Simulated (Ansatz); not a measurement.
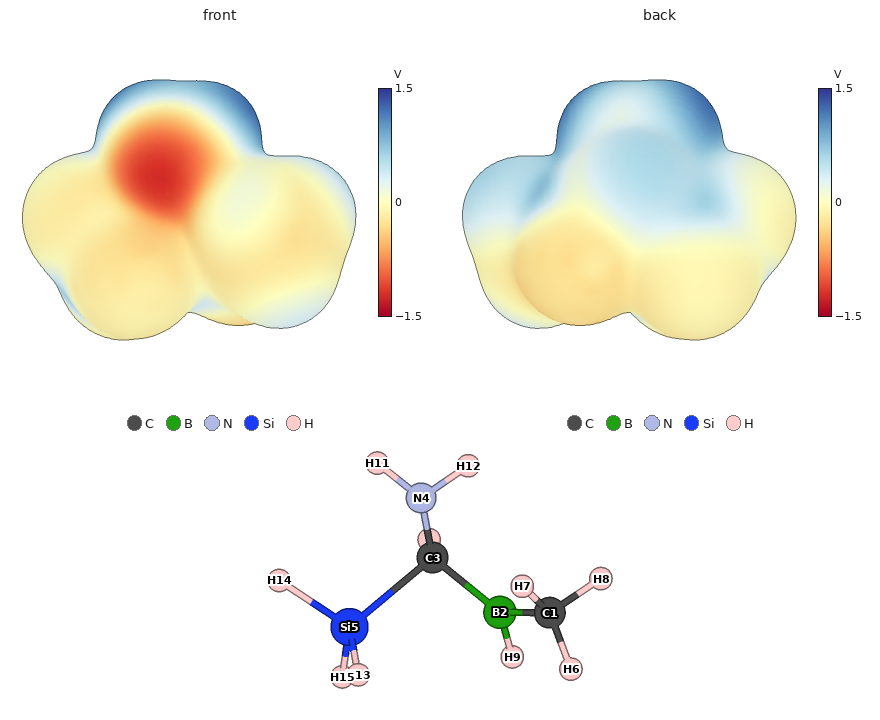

The picture shows: C$_{2}$H$_{10}$BNSi (SMILES CBC(N)[SiH3]). The electrostatic potential painted on the density surface at 0.001 e/bohr³, seen from the front and from behind; the colour scale runs from red (negative) to blue (positive). The bare structure is drawn below in the same view.

Geometry: PBE0-D4/def2-TZVP.

The calculation used RKS PBE0-D4/def2-TZVPP in Ansatz.

```yaml
atoms:
  - { symbol: C, position_ang: [-1.4176, 0.6719, 1.3308] }
  - { symbol: B, position_ang: [-0.8768, 0.6477, -0.1303] }
  - { symbol: C, position_ang: [0.0077, -0.4836, -0.6864] }
  - { symbol: N, position_ang: [0.2119, -1.6512, 0.1524] }
  - { symbol: Si, position_ang: [1.6862, 0.4252, -0.7824] }
  - { symbol: H, position_ang: [-1.5094, 1.6779, 1.7461] }
  - { symbol: H, position_ang: [-0.8545, 0.0356, 2.0171] }
  - { symbol: H, position_ang: [-2.4435, 0.2732, 1.2960] }
  - { symbol: H, position_ang: [-1.1275, 1.5497, -0.8865] }
  - { symbol: H, position_ang: [-0.2391, -0.6841, -1.7431] }
  - { symbol: H, position_ang: [0.7688, -2.3616, -0.3017] }
  - { symbol: H, position_ang: [-0.6603, -2.0681, 0.4474] }
  - { symbol: H, position_ang: [1.9877, 1.1403, 0.4852] }
  - { symbol: H, position_ang: [2.7306, -0.6120, -1.0016] }
  - { symbol: H, position_ang: [1.7138, 1.3885, -1.9136] }
```

Which sites attract a positive test charge, and which a negative one?

A positive charge is drawn to the negative regions and a negative charge to the positive ones. The most negative region (about −1.2 V, or −28 kcal/mol for a unit charge) lies over N4, the most positive (about +1.2 V, or +28 kcal/mol for a unit charge) over H11 and H12. N4 is the likeliest acceptor of a hydrogen bond.
